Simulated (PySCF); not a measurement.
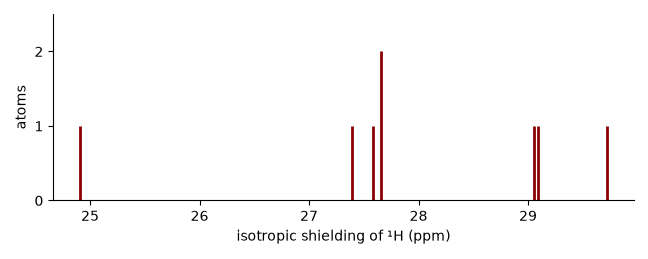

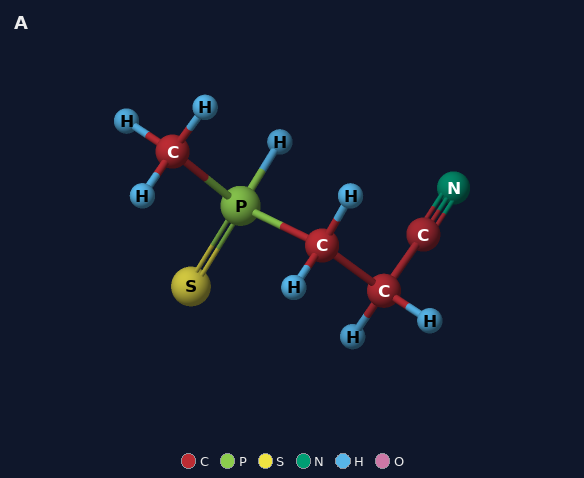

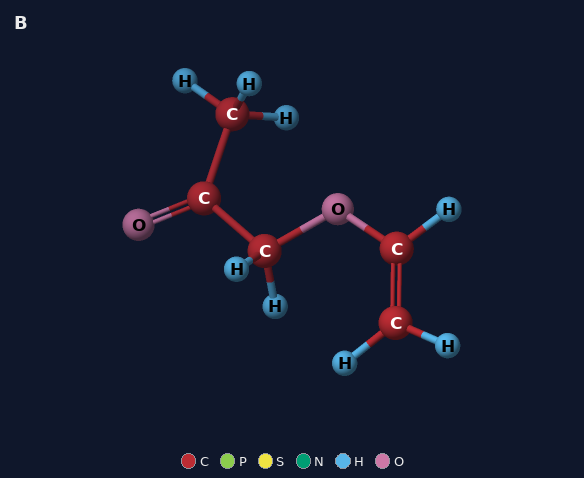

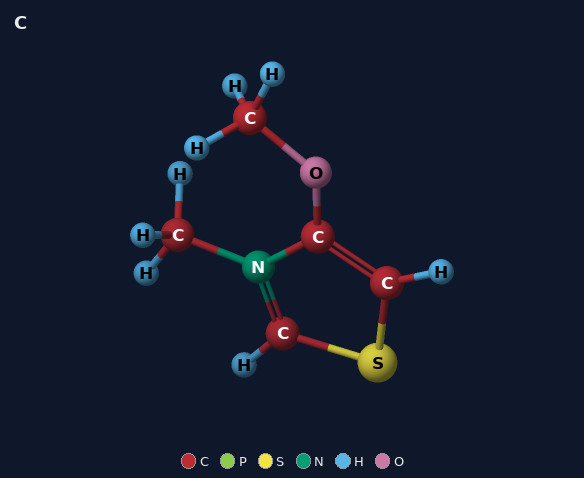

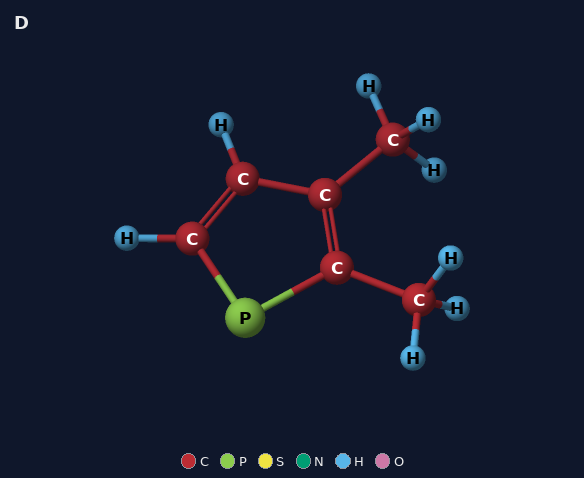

The sticks are computed shieldings of one of the molecules, for one fixed geometry (GFN2-xTB) without averaging over rotations. Low shielding means a high chemical shift. Method: GIAO PBE0/pcSseg-1 NMR shielding, non-relativistic, gas phase (PySCF 2.14.0).

Question: Which molecule gives this pattern?

Answer: B, `C=COCC(C)=O`. Its 8 H atoms give lines at 24.90, 27.39, 27.58, 27.65 (2 atoms), 29.05, 29.09, 29.72 ppm.

The geometry is semi-empirical. Around P such bond lengths and angles can be off by a tenth of an ångström or more and by several degrees, and values that hang on the shape move with them.
